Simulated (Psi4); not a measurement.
# N2H (dinitrogen monohydride): UHF/def2-TZVPPD

Aim: the vertical doublet–quartet gap of N2H (dinitrogen monohydride) at UHF/def2-TZVPPD, from 2 runs. 

The results are computed with Psi4 1.11.

17 further runs of the same task are left out: 16 that didn't finish, 1 set aside as unsound or not needed.

**1. The structure to begin with**

The species is N2H (3 atoms), meant as a doublet with charge 0. As SMILES, `[N]=N`. Geometry: relaxed at PBE0-D4/def2-TZVP.

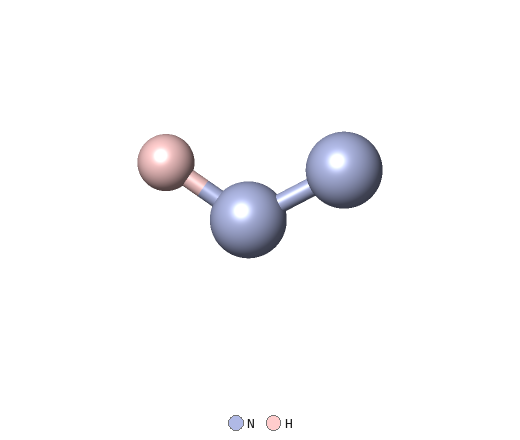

The structure, seen from a chosen angle (nitrogen light blue, hydrogen pink).

**2. A single-point energy at UHF/def2-TZVPPD**

The input, hn2.dat:

```
memory 1.6 GB

molecule m {
  0 2
  N      0.710530    -0.606720     0.326180
  N     -0.268660    -0.217710    -0.170100
  H     -0.441870     0.824430    -0.156080
  symmetry c1
}

set {
  basis def2-TZVPPD
  reference uhf
  puream true
  e_convergence 1e-09
  d_convergence 1e-08
  scf_type pk
  maxiter 100
}

energy_value, wavefunction = energy("scf", return_wfn=True)
```

Run with:

```sh
$ psi4 hn2.dat hn2.out -n 1
```

hn2.out:

```text
[...]
  Running in c1 symmetry.
[...]
  Nuclear repulsion =   27.719687010035415
[...]
  Multiplicity = 2
[...]
  Nalpha       = 8
  Nbeta        = 7
[...]
    Number of basis functions: 91
[...]
   @UHF iter   1:  -109.43451799022692   -7.49966e-01   2.39763e-03 DIIS/ADIIS
[...]
   @UHF iter  19:  -109.47327325699717   -4.78906e-12   6.41933e-09 DIIS
[...]
   @S^2 Observed:                8.488312822E-01
[...]
    Orbital Energies [Eh]
    ---------------------
    Alpha Occupied:
       1A    -15.660849     2A    -15.642700     3A     -1.426614
       4A     -0.912904     5A     -0.715610     6A     -0.637884
       7A     -0.573138     8A     -0.389584
    Alpha Virtual:
       9A      0.097228    10A      0.120360    11A      0.149701
      12A      0.181612    13A      0.215140    14A      0.230107
      15A      0.293755    16A      0.354235    17A      0.376270
      18A      0.385527    19A      0.407870    20A      0.411504
      21A      0.429930    22A      0.502811    23A      0.504946
      24A      0.539838    25A      0.553768    26A      0.599535
[...]
  @UHF Final Energy:  -109.47327325699717
   => Energetics <=
    Nuclear Repulsion Energy =             27.7196870100354147
    One-Electron Energy =                -203.1792721561045028
    Two-Electron Energy =                  65.9863118890719136
    Total Energy =                       -109.4732732569971745
  UHF NO Occupations:
  HONO-2 :    6  A 1.9937491
  HONO-1 :    7  A 1.9598177
[...]
 Multipole Moments:
 ------------------------------------------------------------------------------------
     Multipole            Electronic (a.u.)      Nuclear  (a.u.)        Total (a.u.)
 ------------------------------------------------------------------------------------
 L = 1.  Multiply by 2.5417464519 to convert [e a0] to [Debye]
 Dipole X            :          0.3980626           -0.6278990           -0.2298364
 Dipole Y            :         -0.4083422            1.1239941            0.7156518
 Dipole Z            :          0.0000000            0.0000000            0.0000000
 Magnitude           :                                                    0.7516531
[...]
```

Run time: 5.1 s. Hardware: 1 thread of Intel Xeon Platinum 8259CL at 2.50GHz (Skylake/Cascade Lake), shared host; peak memory 0.32 GiB.

**3. The quartet: energy and forces at UHF/def2-TZVPPD**

The input, hn2.dat:

```
memory 1600 MB

molecule m {
  0 4
  N      0.710530    -0.606720     0.326180
  N     -0.268660    -0.217710    -0.170100
  H     -0.441870     0.824430    -0.156080
  symmetry c1
  no_reorient
  no_com
}

set basis def2-TZVPPD
set reference uhf
set puream true
set e_convergence 1e-09
set d_convergence 1e-06
set scf_type pk
set maxiter 150
set level_shift 0.3
set level_shift_cutoff 1e-09

e_tot, wfn = gradient("hf", return_wfn=True)
oeprop(wfn, "QUADRUPOLE", "MAYER_INDICES", "LOWDIN_CHARGES", title="HF")
```

Run with:

```sh
$ psi4 hn2.dat hn2.out -n 1
```

hn2.out:

```text
[...]
  Running in c1 symmetry.
[...]
  Nuclear repulsion =   27.719687010035415
[...]
  Multiplicity = 4
[...]
  Nalpha       = 9
  Nbeta        = 6
[...]
    Number of basis functions: 91
[...]
   @UHF iter   1:  -109.21943449036802   -5.34881e-01   2.91326e-03 ADIIS/DIIS/SHIFT
[...]
   @UHF iter 147:  -109.28778396854463   -3.88681e-10   8.42952e-08 DIIS/SHIFT
[...]
   @S^2 Observed:                3.774842855E+00
[...]
    Orbital Energies [Eh]
    ---------------------
    Alpha Occupied:
       1A    -15.670619     2A    -15.610794     3A     -1.472693
       4A     -0.981496     5A     -0.767178     6A     -0.701480
       7A     -0.672479     8A     -0.424492     9A     -0.341595
    Alpha Virtual:
      10A      0.390968    11A      0.453733    12A      0.467209
      13A      0.500908    14A      0.530137    15A      0.590423
      16A      0.652473    17A      0.661871    18A      0.667134
      19A      0.691705    20A      0.708565    21A      0.734197
      22A      0.798957    23A      0.802177    24A      0.831096
      25A      0.838884    26A      0.874883    27A      0.929294
[...]
  @UHF Final Energy:  -109.28778396854463
   => Energetics <=
    Nuclear Repulsion Energy =             27.7196870100354147
    One-Electron Energy =                -203.0437672954234074
    Two-Electron Energy =                  66.0362963168433623
    Total Energy =                       -109.2877839685446304
  UHF NO Occupations:
  HONO-2 :    7  A 1.0000000
  HONO-1 :    8  A 1.0000000
[...]
  -Total Gradient:
     Atom            X                  Y                   Z
    ------   -----------------  -----------------  -----------------
       1       -0.253512184082     0.114581531596    -0.127039634240
       2        0.246658065426    -0.151744336891     0.119398297834
       3        0.006854118656     0.037162805295     0.007641336406
[...]
 Multipole Moments:
 ------------------------------------------------------------------------------------
     Multipole            Electronic (a.u.)      Nuclear  (a.u.)        Total (a.u.)
 ------------------------------------------------------------------------------------
 L = 1.  Multiply by 2.5417464519 to convert [e a0] to [Debye]
 Dipole X            :         -5.6584456            5.0100797           -0.6483659
 Dipole Y            :          9.8111286           -9.3476815            0.4634472
 Dipole Z            :         -2.0765633            1.7696907           -0.3068725
 Magnitude           :                                                    0.8540096
 L = 2.  Multiply by 1.3450342976 to convert [e a0^2] to [Debye ang]
 Quadrupole XX       :        -24.9066207           15.1215549           -9.7850658
 Quadrupole XY       :         10.8117848          -10.6150275            0.1967573
[...]
```

Wall time 20 s (1 thread of Intel Xeon Platinum 8259CL at 2.50GHz (Skylake/Cascade Lake), shared host); peak memory 0.32 GiB.

**4. Results**

Level: UHF/def2-TZVPPD.

| quantity | value |
| --- | --- |
| doublet: total energy | -109.47327 Eh |
| doublet: dipole moment | 1.91 D |
| doublet: HOMO energy (highest over α and β) | -10.60 eV |
| doublet: LUMO energy (lowest over α and β) | 2.57 eV |
| doublet: ⟨S²⟩ | 0.849 |
| quartet: total energy | -109.28778 Eh |
| quartet: dipole moment | 2.17 D |
| quartet: HOMO energy (highest over α and β) | -9.30 eV |
| quartet: ⟨S²⟩ | 3.775 |
| quartet: largest force on an atom | 16.108 eV/Å |
| vertical energy of the quartet above the doublet | 5.047 eV |

In words: At this shape the quartet lies 5.05 eV (487 kJ/mol) above the doublet.
